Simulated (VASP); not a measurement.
# A VASP study of Zr2Ir (PBEsol): structure first, properties next, part 2 of 5

Aim: relax Zr2Ir with PBEsol, compute its properties on that cell and hold them against experiment. The start is a computed cell from the Materials Project.

VASP 6.6.1; PBEsol; plane waves and PAW (Zr_sv, Ir).

Still holding for the runs below: The k-mesh is coarse for a metal.

So far. Step 2 (Relaxing cell and atoms (PBEsol)): It ends with forces under 0.001 eV/Å and a pressure of 0.01 GPa. The relaxed cell has a = 6.460, c = 5.667 Å (conventional setting).

### 3. Second relaxation

The basis stayed that of the start cell while the cell moved. A rerun from the cell reached resets it; the error of the finite cutoff stays.

Contents of INCAR:

```
SYSTEM = Zr2Ir
PREC = Accurate
ENCUT = 400
EDIFF = 1E-06
NELM = 100
ISMEAR = 1
SIGMA = 0.2
LREAL = .FALSE.
ALGO = Normal
GGA = PS
NBANDS = 40
LASPH = .TRUE.
LORBIT = 11
LWAVE = .FALSE.
LCHARG = .FALSE.
KPAR = 4
IBRION = 2
NSW = 60
ISIF = 3
EDIFFG = -0.01
```

Contents of POSCAR:

```
Zr2Ir
1.0
   -3.2299631517      3.2299631517      2.8333334384
    3.2299631517     -3.2299631517      2.8333334384
    3.2299631517      3.2299631517     -2.8333334384
Zr Ir
4 2
Direct
    0.6702729772      0.1702729772      0.8405459545
    0.3297270228      0.8297270228      0.1594540455
    0.8297270228      0.6702729772      0.5000000000
    0.1702729772      0.3297270228      0.5000000000
    0.7500000000      0.7500000000      0.0000000000
    0.2500000000      0.2500000000      0.0000000000
```

Contents of KPOINTS:

```
Automatic mesh
0
Gamma
5 5 5
0 0 0
```

PAW data sets: Zr_sv and Ir (PBE family, release 64).

Run with:

```bash
mpirun -np 4 vasp_std
```

The program printed:

```text
[banner, memory and clock lines left out]
running    4 mpi-ranks, on    1 nodes
 distrk:  each k-point on    1 cores,    4 groups
 distr:  one band on    1 cores,    1 groups

 POSCAR found type information on POSCAR ZrIr
 POSCAR found :  2 types and       6 ions
 [... a notice as in an earlier step ...]

 LDA part: xc-table for (Slater+PW92), standard interpolation
 POSCAR, INCAR and KPOINTS ok, starting setup
 FFT: planning ... GRIDC
 FFT: planning ... GRID_SOFT
 FFT: planning ... GRID
 WAVECAR not read
 entering main loop
       N       E                     dE             d eps       ncg     rms          rms(c)
DAV:   1     0.653462289636E+03    0.65346E+03   -0.28905E+04  1440   0.136E+03
DAV:   2     0.281222489366E+01   -0.65065E+03   -0.62927E+03  1528   0.465E+02
DAV:   3    -0.573097562512E+02   -0.60122E+02   -0.57690E+02  2432   0.111E+02
DAV:   4    -0.626633534395E+02   -0.53536E+01   -0.52934E+01  2168   0.296E+01
DAV:   5    -0.630012072374E+02   -0.33785E+00   -0.33768E+00  2296   0.727E+00    0.295E+01
DAV:   6    -0.605521264025E+02    0.24491E+01   -0.35076E+00  1624   0.114E+01    0.118E+01
DAV:   7    -0.600333438136E+02    0.51878E+00   -0.24290E+00  2208   0.941E+00    0.212E+00
DAV:   8    -0.600376634303E+02   -0.43196E-02   -0.19971E-01  2056   0.209E+00    0.152E+00
DAV:   9    -0.600371483664E+02    0.51506E-03   -0.10431E-01  2136   0.218E+00    0.481E-01
DAV:  10    -0.600334021885E+02    0.37462E-02   -0.16463E-02  1984   0.822E-01    0.580E-02
DAV:  11    -0.600334136676E+02   -0.11479E-04   -0.81023E-04  2008   0.129E-01    0.335E-02
DAV:  12    -0.600334120198E+02    0.16479E-05   -0.91776E-05  2016   0.511E-02    0.143E-02
DAV:  13    -0.600334104706E+02    0.15491E-05   -0.96413E-06  2008   0.203E-02    0.292E-03
DAV:  14    -0.600334097752E+02    0.69548E-06   -0.42961E-07  1120   0.404E-03
   1 F= -.60033410E+02 E0= -.60033029E+02  d E =-.600334E+02
 curvature:   0.00 expect dE= 0.000E+00 dE for cont linesearch  0.000E+00
 trial: gam= 0.00000 g(F)=  0.502E-07 g(S)=  0.302E-04 ort = 0.000E+00 (trialstep = 0.100E+01)
 search vector abs. value=  0.302E-04
 reached required accuracy - stopping structural energy minimisation
```

Elapsed: 29 s, on 4 MPI ranks of AMD EPYC 7R43, shared host; peak memory 0.81 GiB.

From OUTCAR (step 3):

```text
  LATTYP: Found a body centered tetragonal cell.
 ALAT       =     6.4599263034
 C/A-ratio  =     0.8772030222

 Found     18 irreducible k-points:

   ENCUT  =  400.0 eV  29.40 Ry    5.42 a.u.   8.77  8.77  8.77*2*pi/ulx,y,z

   NELECT =      66.0000    total number of electrons

 E-fermi :   9.2387

 k-point     1 :       0.0000    0.0000    0.0000
  band No.  band energies     occupation
    ...
     27       7.2665      2.00000
     28       7.9375      2.00000
     29       8.5527      2.00001
     30       8.5527      2.00001
     31       8.9653      2.06583
     32       9.7038     -0.00487
     33       9.7038     -0.00487
     34       9.7245     -0.00316
     35       9.7245     -0.00316
     36       9.7389     -0.00230
    ...

 k-point     2 :       0.2000   -0.0000    0.0000
  band No.  band energies     occupation
    ...
     30       8.5229      2.00001
     31       8.6551      2.00029
     32       8.8229      2.01230
     33       9.0261      2.06098
     34       9.0387      2.05020
     35      10.0811     -0.00000
     36      10.0866     -0.00000
     37      10.2764     -0.00000
     38      10.6249     -0.00000
     39      11.1997     -0.00000
    ...

  Total       -0.0311968     -0.0311968     -0.0425175      0.0000000     -0.0000000      0.0000000
  in kB       -0.4227350     -0.4227350     -0.5761366      0.0000000     -0.0000000      0.0000000
  external PRESSURE =      -0.4738689 kB  Pullay stress =       0.0000000 kB

 POSITION                                       TOTAL-FORCE (eV/Angst)
 -----------------------------------------------------------------------------------
      1.09995      4.32991     -0.00000        -0.000361     -0.000361      0.000000
      2.13001     -1.09995      2.83333         0.000361      0.000361     -0.000000
      1.09995      2.13001      2.83333        -0.000361      0.000361     -0.000000
      2.13001      1.09995      0.00000         0.000361     -0.000361     -0.000000
      0.00000      0.00000      4.25000        -0.000000     -0.000000     -0.000000
      0.00000      0.00000      1.41667        -0.000000      0.000000     -0.000000
 -----------------------------------------------------------------------------------
    total drift:                                0.000000      0.000000     -0.000000

  FREE ENERGIE OF THE ION-ELECTRON SYSTEM (eV)
  ---------------------------------------------------
  free  energy   TOTEN  =       -60.0334097752 eV

  energy  without entropy=      -60.0322673341  energy(sigma->0) =      -60.03302896

 total charge
# of ion       s       p       d       tot
------------------------------------------
    1        2.223   5.982   1.615   9.820
    2        2.223   5.982   1.615   9.820
    3        2.223   5.982   1.615   9.820
    4        2.223   5.982   1.615   9.820
    5        0.814   0.616   7.094   8.524
    6        0.814   0.616   7.094   8.524
--------------------------------------------------
tot         10.519  25.160  20.646  56.326

[... 6 parts as in an earlier step ...]

[... 7 further parts left out ...]
```

Little changed from the start: no atom moved by 0.005 Å and no cell edge by 0.1 %.

This step gave:

- free energy (TOTEN): -60.0334 eV
- energy at zero smearing: -60.0330 eV
- Fermi energy: 9.239 eV
- pressure: -0.04739 GPa
- SCF cycles over all ionic steps: 14

It ends with a largest force of 0.001 eV/Å and a pressure of -0.05 GPa. The volume moved by under 0.01 %: the run met its threshold at the first step.

### 4. Single point with fields (PBEsol)

A single point on the relaxed cell gives a clean self-consistent state, with density, ELF and potential written out.

Edit INCAR of step 3 so:

```diff
@@ -14,7 +14,5 @@
 LWAVE = .FALSE.
-LCHARG = .FALSE.
-KPAR = 4
-IBRION = 2
-NSW = 60
-ISIF = 3
-EDIFFG = -0.01
+LCHARG = .TRUE.
+ISIF = 2
+LELF = .TRUE.
+LVHAR = .TRUE.
```

POSCAR is that of step 3.

KPOINTS is that of step 3.

Run with:

```bash
mpirun -np 4 vasp_std
```

The program printed:

```text
[banner, memory and clock lines left out]
running    4 mpi-ranks, on    1 nodes
 distrk:  each k-point on    4 cores,    1 groups
 distr:  one band on    1 cores,    4 groups

 POSCAR found type information on POSCAR ZrIr
 POSCAR found :  2 types and       6 ions
 [... a notice as in an earlier step ...]

 LDA part: xc-table for (Slater+PW92), standard interpolation
 POSCAR, INCAR and KPOINTS ok, starting setup
 FFT: planning ... GRIDC
 FFT: planning ... GRID_SOFT
 FFT: planning ... GRID
 WAVECAR not read
 entering main loop
       N       E                     dE             d eps       ncg     rms          rms(c)
[... 1 cycle as in an earlier step ...]
DAV:   2     0.281222489488E+01   -0.65065E+03   -0.62927E+03  1528   0.465E+02
DAV:   3    -0.573097562508E+02   -0.60122E+02   -0.57690E+02  2432   0.111E+02
DAV:   4    -0.626633534407E+02   -0.53536E+01   -0.52934E+01  2168   0.296E+01
DAV:   5    -0.630012072375E+02   -0.33785E+00   -0.33768E+00  2296   0.727E+00    0.295E+01
DAV:   6    -0.605521264018E+02    0.24491E+01   -0.35076E+00  1624   0.114E+01    0.118E+01
DAV:   7    -0.600333438126E+02    0.51878E+00   -0.24290E+00  2208   0.941E+00    0.212E+00
DAV:   8    -0.600376634307E+02   -0.43196E-02   -0.19971E-01  2056   0.209E+00    0.152E+00
DAV:   9    -0.600371483668E+02    0.51506E-03   -0.10431E-01  2136   0.218E+00    0.481E-01
DAV:  10    -0.600334021903E+02    0.37462E-02   -0.16463E-02  1984   0.822E-01    0.580E-02
DAV:  11    -0.600334136672E+02   -0.11477E-04   -0.81023E-04  2008   0.129E-01    0.335E-02
DAV:  12    -0.600334120199E+02    0.16473E-05   -0.91776E-05  2016   0.511E-02    0.143E-02
DAV:  13    -0.600334104703E+02    0.15496E-05   -0.96413E-06  2008   0.203E-02    0.292E-03
DAV:  14    -0.600334097749E+02    0.69540E-06   -0.42962E-07  1120   0.404E-03
   1 F= -.60033410E+02 E0= -.60033029E+02  d E =-.114244E-02
```

Elapsed: 28 s, on 4 MPI ranks; peak memory 0.45 GiB; 1.7 min of CPU time.

OUTCAR, selected parts (step 4):

```text
 Found     18 irreducible k-points:

   NELECT =      66.0000    total number of electrons

 E-fermi :   9.2387

  Total       -0.0311968     -0.0311968     -0.0425175      0.0000000      0.0000000      0.0000000
  in kB       -0.4227348     -0.4227348     -0.5761366      0.0000000      0.0000000      0.0000000
  external PRESSURE =      -0.4738688 kB  Pullay stress =       0.0000000 kB

 POSITION                                       TOTAL-FORCE (eV/Angst)
 -----------------------------------------------------------------------------------
      1.09995      4.32991     -0.00000        -0.000361     -0.000361     -0.000000
      2.13001     -1.09995      2.83333         0.000361      0.000361      0.000000
      1.09995      2.13001      2.83333        -0.000361      0.000361     -0.000000
      2.13001      1.09995      0.00000         0.000361     -0.000361      0.000000
      0.00000      0.00000      4.25000         0.000000      0.000000      0.000000
      0.00000      0.00000      1.41667         0.000000      0.000000      0.000000
 -----------------------------------------------------------------------------------
    total drift:                                0.000000      0.000000     -0.000000

  FREE ENERGIE OF THE ION-ELECTRON SYSTEM (eV)
  ---------------------------------------------------
  free  energy   TOTEN  =       -60.0334097749 eV

  energy  without entropy=      -60.0322673338  energy(sigma->0) =      -60.03302896

[... 17 parts as in an earlier step ...]
```

This step gave:

* electronic steps: 14

Valence electrons inside each PAW sphere by angular momentum. Sphere charges, by row:

| atom | s (e) | p (e) | d (e) | tot (e) |
| --- | --- | --- | --- | --- |
| Zr1 | 2.223 | 5.982 | 1.615 | 9.82 |
| Zr2 | 2.223 | 5.982 | 1.615 | 9.82 |
| Zr3 | 2.223 | 5.982 | 1.615 | 9.82 |
| Zr4 | 2.223 | 5.982 | 1.615 | 9.82 |
| Ir5 | 0.814 | 0.616 | 7.094 | 8.524 |
| Ir6 | 0.814 | 0.616 | 7.094 | 8.524 |

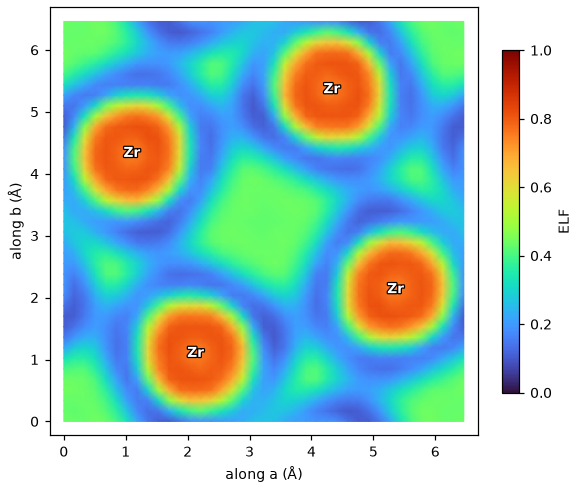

ELF in the ab plane of the conventional cell at fractional z = 0.000, with atoms of Zr within 0.2 Å of it. It is the smooth field of the valence electrons, not physical close to the nuclei.

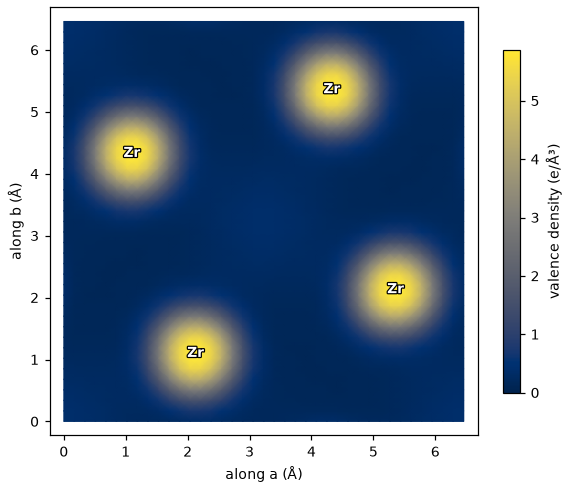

Valence density in the ab plane of the conventional cell at fractional z = 0.000, with atoms of Zr within 0.2 Å of it. It is the smooth field of the valence electrons, not physical close to the nuclei.

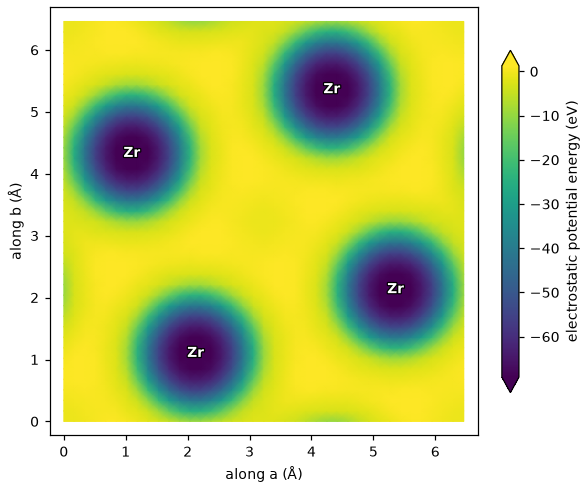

Electrostatic potential energy in the ab plane of the conventional cell at fractional z = 0.000, with atoms of Zr within 0.2 Å of it. With pseudopotentials it is smooth inside the atoms' cores, unlike the true potential.

In this run the pressure is -0.05 GPa, small enough to go on.

### 5. Band structure (PBEsol)

Levels along the symmetry lines show where the bands peak and cross; KPOINTS_OPT computes them in the converged potential.

Contents of INCAR:

```
SYSTEM = Zr2Ir
PREC = Accurate
ENCUT = 400
EDIFF = 1E-06
NELM = 100
ISMEAR = 1
SIGMA = 0.2
LREAL = .FALSE.
ALGO = Normal
GGA = PS
NBANDS = 50
LASPH = .TRUE.
LORBIT = 11
LWAVE = .FALSE.
LCHARG = .FALSE.
KPAR = 4
```

POSCAR is that of step 4.

KPOINTS is that of step 4.

Contents of KPOINTS_OPT:

```
Line mode
16
Line-mode
Reciprocal
  0.00000000   0.00000000   0.00000000 GAMMA
  0.00000000   0.00000000   0.50000000 X

  0.00000000   0.00000000   0.50000000 X
 -0.50000000   0.50000000   0.50000000 M

 -0.50000000   0.50000000   0.50000000 M
  0.00000000   0.00000000   0.00000000 GAMMA

  0.00000000   0.00000000   0.00000000 GAMMA
  0.44237129   0.44237129  -0.44237129 Z

  0.44237129   0.44237129  -0.44237129 Z
  0.25000000   0.25000000   0.25000000 P

  0.25000000   0.25000000   0.25000000 P
  0.00000000   0.50000000   0.00000000 N

  0.00000000   0.50000000   0.00000000 N
 -0.44237129   0.55762871   0.44237129 Z1

 -0.44237129   0.55762871   0.44237129 Z1
 -0.50000000   0.50000000   0.50000000 M

  0.00000000   0.00000000   0.50000000 X
  0.25000000   0.25000000   0.25000000 P
```

Run with:

```bash
mpirun -np 4 vasp_std
```

The program printed:

```text
[... set-up lines as in an earlier step ...]
 entering main loop
       N       E                     dE             d eps       ncg     rms          rms(c)
DAV:   1     0.607410578991E+03    0.60741E+03   -0.27925E+04  1800   0.109E+03
DAV:   2    -0.827174653417E+01   -0.61568E+03   -0.57702E+03  1836   0.373E+02
DAV:   3    -0.570620185645E+02   -0.48790E+02   -0.46820E+02  2696   0.912E+01
DAV:   4    -0.627999865527E+02   -0.57380E+01   -0.56849E+01  2838   0.253E+01
DAV:   5    -0.630055863247E+02   -0.20560E+00   -0.20543E+00  2622   0.461E+00    0.295E+01
DAV:   6    -0.605646503774E+02    0.24409E+01   -0.31689E+00  1936   0.914E+00    0.119E+01
DAV:   7    -0.600528453401E+02    0.51181E+00   -0.23120E+00  2736   0.786E+00    0.218E+00
DAV:   8    -0.600387124234E+02    0.14133E-01   -0.17615E-01  2642   0.214E+00    0.158E+00
DAV:   9    -0.600335340737E+02    0.51783E-02   -0.47295E-02  2480   0.146E+00    0.355E-01
DAV:  10    -0.600334349283E+02    0.99145E-04   -0.32134E-03  2522   0.365E-01    0.636E-02
DAV:  11    -0.600334102035E+02    0.24725E-04   -0.23423E-04  2466   0.665E-02    0.324E-02
DAV:  12    -0.600334111261E+02   -0.92264E-06   -0.22678E-05  2498   0.242E-02    0.722E-03
DAV:  13    -0.600334099453E+02    0.11808E-05   -0.13047E-06  1276   0.764E-03    0.225E-03
DAV:  14    -0.600334096547E+02    0.29058E-06   -0.27001E-07  1020   0.336E-03
   1 F= -.60033410E+02 E0= -.60033029E+02  d E =-.114253E-02
 Start KPOINTS_OPT (optional k-point list driver)
k-point batch [1-18\144]
       N       E                     dE             ncg
DAV:   1     0.278422671147E+04   -0.97250E+04     1800
DAV:   2    -0.819320377286E+04   -0.10977E+05     1856
DAV:   3    -0.906955936196E+04   -0.87636E+03     2774
DAV:   4    -0.915615672961E+04   -0.86597E+02     2792
DAV:   5    -0.916087195289E+04   -0.47152E+01     2760
DAV:   6    -0.916094320052E+04   -0.71248E-01     2776
DAV:   7    -0.916094515466E+04   -0.19541E-02     2608
DAV:   8    -0.916094525695E+04   -0.10228E-03     2592
DAV:   9    -0.916094526112E+04   -0.41712E-05     1864
DAV:  10    -0.916094526137E+04   -0.25609E-06     1488
[...]
k-point batch [127-144\144]
       N       E                     dE             ncg
DAV:   1     0.291806551911E+04   -0.23099E+05     1800
DAV:   2    -0.821153331055E+04   -0.11130E+05     1876
DAV:   3    -0.912745676636E+04   -0.91592E+03     2888
DAV:   4    -0.920973832465E+04   -0.82282E+02     2708
DAV:   5    -0.921389209805E+04   -0.41538E+01     2702
DAV:   6    -0.921396129741E+04   -0.69199E-01     2674
DAV:   7    -0.921396389474E+04   -0.25973E-02     2582
DAV:   8    -0.921396399687E+04   -0.10213E-03     2510
DAV:   9    -0.921396400155E+04   -0.46832E-05     1846
DAV:  10    -0.921396400180E+04   -0.25152E-06     1332
```

The job ended after 2.7 min (4 MPI ranks; peak memory 1 GiB).

OUTCAR, selected parts (step 5):

```text
   k-points           NKPTS =     18   k-points in BZ     NKDIM =     18   number of bands    NBANDS=     50

   NELECT =      66.0000    total number of electrons

 E-fermi :   9.2387

 k-point     1 :       0.0000    0.0000    0.0000
  band No.  band energies     occupation
    ...
     27       7.2665      2.00000
     28       7.9374      2.00000
     29       8.5527      2.00001
     30       8.5527      2.00001
     31       8.9653      2.06583
     32       9.7038     -0.00487
     33       9.7038     -0.00487
     34       9.7245     -0.00316
     35       9.7245     -0.00316
     36       9.7389     -0.00230
    ...

  Total       -0.0299727     -0.0299727     -0.0417167      0.0000000      0.0000000      0.0000000
  in kB       -0.4061478     -0.4061478     -0.5652857      0.0000000      0.0000000      0.0000000
  external PRESSURE =      -0.4591938 kB  Pullay stress =       0.0000000 kB

 POSITION                                       TOTAL-FORCE (eV/Angst)
 -----------------------------------------------------------------------------------
      1.09995      4.32991     -0.00000        -0.000263     -0.000263     -0.000000
      2.13001     -1.09995      2.83333         0.000263      0.000263      0.000000
      1.09995      2.13001      2.83333        -0.000263      0.000263      0.000000
      2.13001      1.09995      0.00000         0.000263     -0.000263     -0.000000
      0.00000      0.00000      4.25000        -0.000000      0.000000      0.000000
      0.00000      0.00000      1.41667        -0.000000      0.000000      0.000000
 -----------------------------------------------------------------------------------
    total drift:                                0.000000      0.000000     -0.000000

  FREE ENERGIE OF THE ION-ELECTRON SYSTEM (eV)
  ---------------------------------------------------
  free  energy   TOTEN  =       -60.0334096547 eV

  energy  without entropy=      -60.0322671207  energy(sigma->0) =      -60.03302881

[... 12 parts as in an earlier step ...]

[... 4 further parts left out ...]
```

Spin-orbit coupling is off here; with elements this heavy it splits and shifts levels by tenths of an eV or more.

Numbers from this step:

```yaml
bands: 50
pressure: -0.04592 GPa
```

The electronic bands at the labelled points (eV, zero at the Fermi level; # counts the bands kept, so #1 is VASP's band 17):

```csv
point,#14,#15,#16,#17,#18,#19,#20,#21
Γ,-0.69,-0.27,0.47,0.47,0.49,0.49,0.50,0.76
X,-0.83,-0.56,-0.48,0.23,0.26,0.40,0.50,0.66
M,-1.83,-0.34,-0.21,-0.21,-0.16,-0.14,1.46,1.46
Γ,-0.69,-0.27,0.47,0.47,0.49,0.49,0.50,0.76
Z,-1.91,-0.63,-0.25,-0.25,-0.16,0.04,1.55,1.55
P,-2.27,-0.14,-0.14,-0.02,-0.02,0.42,0.42,1.29
N,-1.66,-0.34,-0.34,-0.06,-0.06,0.66,0.66,1.44
Z1,-1.91,-0.63,-0.25,-0.25,-0.16,0.04,1.55,1.55
M,-1.83,-0.34,-0.21,-0.21,-0.16,-0.14,1.46,1.46
jump to X,-0.83,-0.56,-0.48,0.23,0.26,0.40,0.50,0.66
P,-2.27,-0.14,-0.14,-0.02,-0.02,0.42,0.42,1.29
```

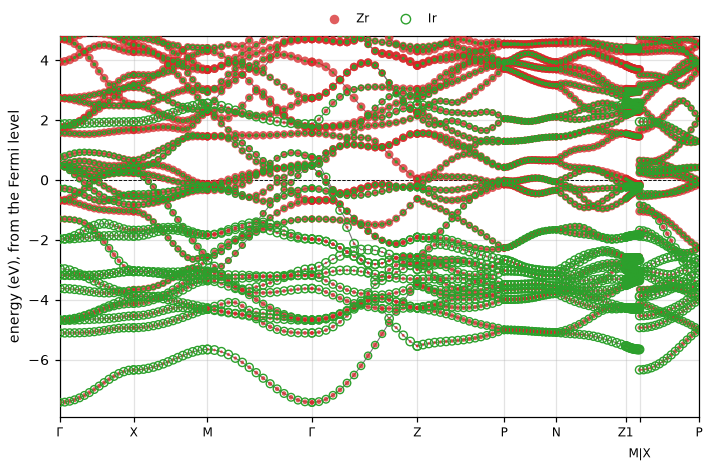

Electronic bands along the path; dots are coloured as in the legend, and their area grows with the weight.

There is no gap at this level.

(Continued in part 3 of 5.)

[Lines on the potential files, build, host, timing and source positions are cut from VASP's logs without a mark.]

[Logs are printed without paths, hosts, clocks, repeated set-up lines and the standing remarks that a program may print on its own settings, such as how far it seeks lower states.]

[Hosts, paths, dates, database ids (printed as entryN), source tags and the programs' standing remarks are cut or masked in the printed files.]

[A measured line is paired with the nearest computed mode of its activity, which favours agreement.]
